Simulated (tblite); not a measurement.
# BNH4: molecular dynamics

The run: molecular dynamics of BNH4. Method and program: GFN2-xTB Langevin dynamics, gas phase (tblite 0.8.0).

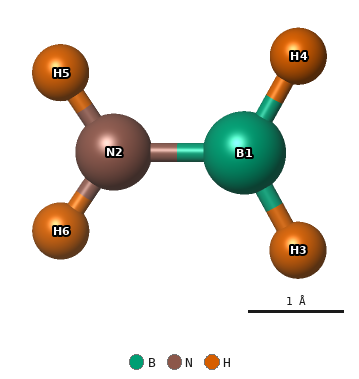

**Figure 1.** The input geometry (ball-and-stick view, seen on its broad side; atoms are numbered from 1 in the order of the input). Bond lengths as drawn: B–H 1.17 Å, B–N 1.38 Å and H–N 1.01 Å.

Input:
```
{"job": {"kind": "md", "xc": "GFN2-xTB", "basis": "xTB", "temperature": 300, "steps": 2000, "every": 50}, "charge": 0, "multiplicity": 1}
B     -0.685397     0.016930    -0.027292
N      0.690984    -0.015542     0.019634
H     -1.274815    -0.995338    -0.030452
H     -1.228285     1.054413    -0.062745
H      1.271231     0.806831     0.026393
H      1.229404    -0.865304     0.052888
```

The first line tells a small driver script what to run in tblite; the rest is the geometry in Å.

Machine: 1 CPU thread, shared host.

Launch command:
```bash
OMP_NUM_THREADS=1 python <driver script> task.json out
```

The program's output:
```
t/fs     T/K      E/eV
    0.0   138.7   -169.09541
   25.0   137.9   -168.96528
   50.0   172.8   -168.92972
   75.0   259.6   -168.96658
  100.0   318.6   -168.94867
  125.0   341.2   -168.81025
  150.0   240.6   -168.92204
  175.0   235.1   -168.90373
  200.0   286.0   -168.88216
  225.0   473.4   -168.80244
  250.0   385.5   -168.74143
  275.0   453.5   -168.68972
  300.0   148.3   -168.52679
  325.0   330.2   -168.70088
  350.0   441.0   -168.75538
  375.0   514.1   -168.84238
  400.0   358.4   -168.57058
  425.0   396.9   -168.59160
  450.0   594.2   -168.79853
  475.0   662.4   -168.81506
  500.0   662.9   -168.71235
  525.0   851.7   -168.74918
  550.0   445.4   -168.60683
  575.0   745.5   -168.74042
  600.0   721.5   -168.72951
  625.0   594.9   -168.51508
  650.0   584.1   -168.75426
  675.0   390.7   -168.79762
  700.0   342.8   -168.74232
  725.0   271.9   -168.75773
  750.0   540.1   -168.93082
  775.0   442.5   -168.87876
  800.0   415.7   -168.92406
  825.0   320.9   -168.96522
  850.0   524.0   -168.91098
  875.0   543.9   -168.63260
  900.0   676.5   -168.87363
  925.0   524.9   -168.71811
  950.0   296.8   -168.65043
  975.0   286.3   -168.81264
 1000.0   440.3   -168.95444
```

Trajectory as extended XYZ (Å, eV, eV/Å), 16 of the 41 frames kept, from step=0 to step=40:
```
6
Properties=species:S:1:pos:R:3:forces:R:3 step=0 time_fs=0.0 energy=-169.09541 temperature=138.7
B    -0.6854    0.0169   -0.0273    0.0009  -0.0026   0.0000
N     0.6910   -0.0155    0.0196   -0.0034   0.0005   0.0027
H    -1.2748   -0.9953   -0.0305   -0.0052  -0.0006  -0.0003
H    -1.2283    1.0544   -0.0627    0.0034  -0.0004  -0.0003
H     1.2712    0.8068    0.0264    0.0013   0.0018  -0.0009
H     1.2294   -0.8653    0.0529    0.0029   0.0013  -0.0012
6
Properties=species:S:1:pos:R:3:forces:R:3 step=3 time_fs=75.0 energy=-168.96658 temperature=259.6
B    -0.6801   -0.1217    0.0388    0.9622  -1.7373   0.8035
N     0.6792    0.0998   -0.0346   -0.3508   0.4999  -0.5209
H    -0.9249   -1.2781    0.2825   -0.3726   0.7275  -0.2821
H    -1.3539    0.7806    0.1118   -0.8788   0.6782  -0.1496
H     1.0412    0.9975   -0.2982    0.2516   0.1776   0.1102
H     1.3552   -0.6259   -0.1034    0.3884  -0.3460   0.0390
6
Properties=species:S:1:pos:R:3:forces:R:3 step=5 time_fs=125.0 energy=-168.81025 temperature=341.2
B    -0.6674   -0.0647    0.2412    0.9013  -0.9332  -0.2903
N     0.6814    0.0663   -0.1762    0.3874  -1.6695  -0.1015
H    -1.1054   -1.0997    0.7534    0.7839   0.9405  -0.4046
H    -1.4516    0.7688    0.0101    0.1968   0.2599   0.0295
H     1.1151    0.7629   -0.7568   -0.6762   0.7480   0.0828
H     1.4253   -0.6866   -0.2154   -1.5933   0.6542   0.6842
6
Properties=species:S:1:pos:R:3:forces:R:3 step=8 time_fs=200.0 energy=-168.88216 temperature=286.0
B    -0.6624   -0.0144    0.2769    2.3703  -1.6659  -0.0520
N     0.6755    0.0262   -0.2131   -2.5945   0.6531   0.2069
H    -0.8247   -0.9899    0.9476   -0.4030   0.7063   0.0973
H    -1.4183    0.7288   -0.1192   -0.6941   0.5371  -0.2092
H     0.8430    0.6044   -1.0137    0.6892   0.0837   0.0843
H     1.3774   -0.5845    0.1185    0.6322  -0.3143  -0.1273
6
Properties=species:S:1:pos:R:3:forces:R:3 step=11 time_fs=275.0 energy=-168.68972 temperature=453.5
B    -0.7254   -0.0286    0.0869    2.3285  -1.1221  -0.6025
N     0.7174    0.0042   -0.1075   -2.3089   1.9866   0.9761
H    -1.2421   -1.0958    0.2514    0.1430   0.6840  -0.0685
H    -1.2070    0.9913   -0.1348   -0.5701   0.2431   0.1138
H     1.1188    0.9172    0.1068   -0.2379   0.0193  -0.7051
H     1.3934   -0.6032    0.2431    0.6454  -1.8109   0.2861
6
Properties=species:S:1:pos:R:3:forces:R:3 step=13 time_fs=325.0 energy=-168.70088 temperature=330.2
B    -0.7339    0.0189   -0.0021    2.5019   1.1699  -0.8767
N     0.7332   -0.0366   -0.0060   -4.4199   2.1492  -0.3165
H    -1.3206   -0.9618    0.1919   -0.2232   0.0213   0.0167
H    -1.1839    1.1451   -0.3913    0.3833  -1.6556   0.7462
H     1.1425    0.8771   -0.0261    0.5909  -0.1119  -0.1391
H     1.3001   -0.7748    0.2347    1.1670  -1.5729   0.5693
6
Properties=species:S:1:pos:R:3:forces:R:3 step=16 time_fs=400.0 energy=-168.57058 temperature=358.4
B    -0.6800   -0.1666   -0.1051    1.9146   4.0529  -0.7276
N     0.6704    0.0916    0.0648    2.4776   0.7659   0.4077
H    -1.1702   -1.0439    0.2614   -1.4841  -2.8587   0.6970
H    -1.1550    0.8933   -0.4607   -0.4545  -0.9752   0.1235
H     1.0049    1.0786   -0.0124   -0.5138  -1.1961  -0.2327
H     1.5506   -0.4421    0.3229   -1.9398   0.2111  -0.2678
6
Properties=species:S:1:pos:R:3:forces:R:3 step=19 time_fs=475.0 energy=-168.81506 temperature=662.4
B    -0.6462   -0.2428   -0.0910    0.1484  -1.2233  -0.3923
N     0.6680    0.2104    0.0656   -2.6643   1.1163  -0.3889
H    -0.8711   -1.4868   -0.3311    0.5297   1.6942   0.5402
H    -1.5742    0.4618   -0.0608    0.0622   0.2283  -0.0969
H     1.0006    1.1631    0.1139   -0.2397  -0.2140   0.1391
H     1.3266   -0.4637    0.2187    2.1637  -1.6015   0.1988
6
Properties=species:S:1:pos:R:3:forces:R:3 step=21 time_fs=525.0 energy=-168.74918 temperature=851.7
B    -0.6800   -0.1904   -0.0343    1.7000  -1.7909  -1.5875
N     0.6756    0.1747    0.0040   -0.9700   1.7675   1.6131
H    -0.8392   -1.2176   -0.7825   -0.1547   1.3368   1.1844
H    -1.4789    0.3685    0.5408   -0.6991   0.5370   0.2008
H     1.0627    0.9719    0.5623   -0.8349  -0.8211  -0.6405
H     1.4034   -0.4668   -0.0988    0.9586  -1.0293  -0.7703
6
Properties=species:S:1:pos:R:3:forces:R:3 step=24 time_fs=600.0 energy=-168.72951 temperature=721.5
B    -0.6799   -0.0393    0.1572    0.6410   0.2470  -2.8706
N     0.6943    0.0233   -0.1282   -1.9142   1.8023  -2.9243
H    -1.4322    0.1977   -0.7697    0.3908  -0.0205   0.8458
H    -0.9635   -0.5943    1.0761   -0.6457  -0.5644   1.5447
H     1.2643   -0.0068    0.6372    2.0720  -0.2172   1.7340
H     1.0634    0.5907   -0.9550   -0.5439  -1.2473   1.6705
6
Properties=species:S:1:pos:R:3:forces:R:3 step=27 time_fs=675.0 energy=-168.79762 temperature=390.7
B    -0.6510   -0.0399    0.2231   -0.3284  -1.6180  -0.8856
N     0.6631    0.0377   -0.1801    0.1032   2.2439   1.7578
H    -1.0780    0.8651    0.8343   -0.2470  -0.4287   0.0954
H    -1.1793   -1.1348   -0.1981    0.1947   1.7646   0.7319
H     1.0629   -0.5434   -0.8508    0.8915  -0.8907  -0.7916
H     1.2749    0.7944    0.2080   -0.6139  -1.0711  -0.9079
6
Properties=species:S:1:pos:R:3:forces:R:3 step=29 time_fs=725.0 energy=-168.75773 temperature=271.9
B    -0.6039   -0.1529    0.3115   -0.4334   0.1070   0.3601
N     0.6450    0.1354   -0.2646   -0.5784   0.4775   1.4673
H    -1.1196    0.4561    1.1926    0.8389   0.2682   0.0420
H    -1.4029   -1.0222    0.0354    1.0324   0.2987  -0.6894
H     0.9126   -0.2917   -1.1021    0.3597  -0.9010  -1.1812
H     1.4342    0.7115    0.0703   -1.2192  -0.2503   0.0012
6
Properties=species:S:1:pos:R:3:forces:R:3 step=32 time_fs=800.0 energy=-168.92406 temperature=415.7
B    -0.4685   -0.3007    0.4271    1.8234   1.5460   1.8608
N     0.5150    0.2343   -0.3588    1.0440   1.2930   0.8804
H    -0.3695   -0.0219    1.5765   -0.2416  -0.1238  -0.1333
H    -1.2257   -0.9795    0.0439   -1.8253  -1.5899  -1.0656
H     0.5494    0.1241   -1.3370    0.1624  -0.1108  -1.0157
H     1.2282    0.9143   -0.0062   -0.9629  -1.0145  -0.5266
6
Properties=species:S:1:pos:R:3:forces:R:3 step=35 time_fs=875.0 energy=-168.63260 temperature=543.9
B    -0.1472   -0.5252    0.5228    0.2573  -0.6877  -1.4242
N     0.2455    0.4599   -0.3917    3.1726   0.4246   1.0994
H     0.5378   -1.1632    1.2414    0.1103   0.8741   0.2680
H    -1.1279   -1.0797    0.1940   -0.3959   0.2144   0.2444
H    -0.1289    0.5722   -1.2875   -1.2068   0.1916  -0.9628
H     1.2269    0.9143   -0.4737   -1.9375  -1.0170   0.7753
6
Properties=species:S:1:pos:R:3:forces:R:3 step=37 time_fs=925.0 energy=-168.71811 temperature=524.9
B    -0.0486   -0.6630    0.3935    0.8440   0.9851   0.8152
N     0.1670    0.5237   -0.3351    3.3071  -1.1751  -0.0442
H     0.9644   -1.3038    0.7126   -1.1633   0.5074  -0.4297
H    -1.0887   -0.7766    1.0034    0.5869  -0.2030  -0.8288
H    -0.4953    1.0955   -0.7664   -1.1820   0.8162  -0.3152
H     1.1637    0.8188   -0.6860   -2.3927  -0.9306   0.8027
6
Properties=species:S:1:pos:R:3:forces:R:3 step=40 time_fs=1000.0 energy=-168.95444 temperature=440.3
B    -0.1079   -0.6810    0.3167   -0.6490   0.5966  -0.5316
N     0.2428    0.5452   -0.2698    1.5664  -1.1590   0.2623
H     0.6522   -1.5387    0.5074    0.2781  -0.0107  -0.0929
H    -1.2853   -0.8876    0.5285    0.8084   0.3262   0.0111
H    -0.3934    1.2890   -0.2520   -0.9190   0.9546  -0.2281
H     1.1781    0.8731   -0.5959   -1.0849  -0.7076   0.5792
```

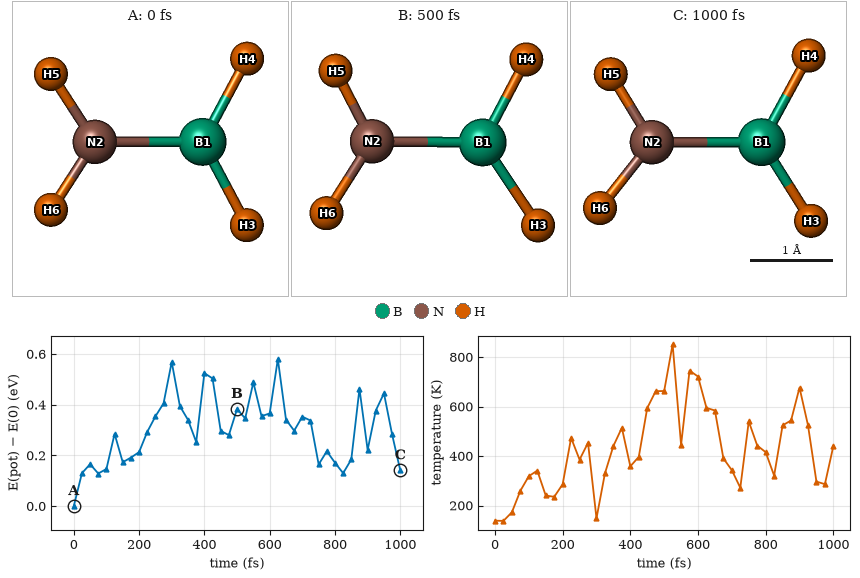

**Figure 2.** Frames of the molecular dynamics (ball-and-stick, seen at a tilt) above the curves, on which the letters mark them. The trajectory kept here has 41 frames over 1000 fs. The temperature starts at 139 K, ranges from 138 to 852 K and averages 506 K over the second half. The potential energy ends 0.141 eV above its first value. After an unweighted best fit of the last frame on the first, the root-mean-square displacement is 0.09 Å.

Summary:

- outcome: finished
- mean temperature over the second half: 506 K
- trajectory: 41 frames kept, 1000 fs
- wall time: 11 s
- peak memory: 0.18 GiB
